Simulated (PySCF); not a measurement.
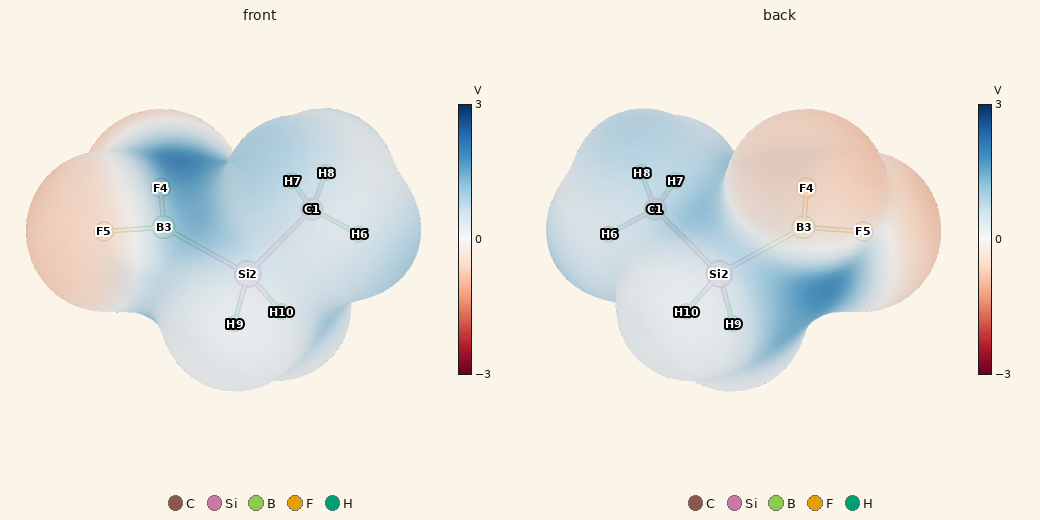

The picture shows: CH$_{5}$BF$_{2}$Si (SMILES C[SiH2]B(F)F). The electrostatic potential painted on the density surface at 0.002 e/bohr³, seen from the front and from behind; red is negative and blue positive.

Geometry: GFN2-xTB.

Method: PBE0/pcSseg-1, SCF density, gas phase, non-relativistic (PySCF).

```xyz
10

C    -1.3877   -0.5093    0.0075
Si    0.0491    0.7135   -0.2643
B     1.7728   -0.1058    0.2841
F     2.3547   -1.1019   -0.3618
F     2.4794    0.2688    1.3365
H    -2.3323   -0.0750   -0.3035
H    -1.4828   -0.7894    1.0535
H    -1.2402   -1.4209   -0.5656
H    -0.2506    1.9451    0.4817
H     0.0465    1.0795   -1.6905
```

Question: Describe the electrostatic potential map.

Answer: The most negative region (about −0.7 V) lies over F4 and F5, the most positive (about +2.0 V) over B3.
